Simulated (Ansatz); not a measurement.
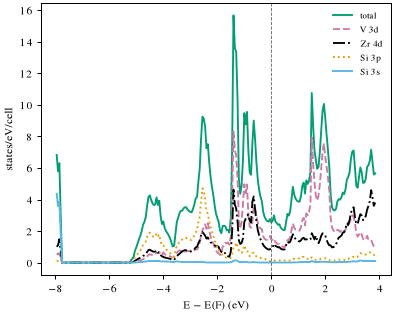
Figure. Total and projected density of states of ZrVSi in space group P4/nmm (No. 129; V on 2a, Zr on 2c, Si on 2c), r²SCAN in the plane-wave PAW code Ansatz

### Question
Which orbitals carry the states next to the Fermi level?

### Answer
Within 0.5 eV of the Fermi level: V 3d 52 %, Zr 4d 37 %, Si 3p 6 %. Projections are on Löwdin-orthogonalised atomic valence shells; empty p or d shells of many metals are not among them.

### Question
Where is the tallest occupied peak in this window, and what makes it?

### Answer
Near -1.4 eV, about 16 states/eV per cell; the largest projected share is V 3d.

The workflow started from an entry of the Crystallography Open Database (COD). Its standing as an ambient phase is unchecked. The r²SCAN relaxation kept the symmetry of its start; its stability against distortions is not shown here. The workflow began spin-polarised and lost its moments. Scalar-relativistic: spin–orbit coupling is off unless named, which matters more the heavier the elements.

Potentials: the later of the program's two PAW sets.
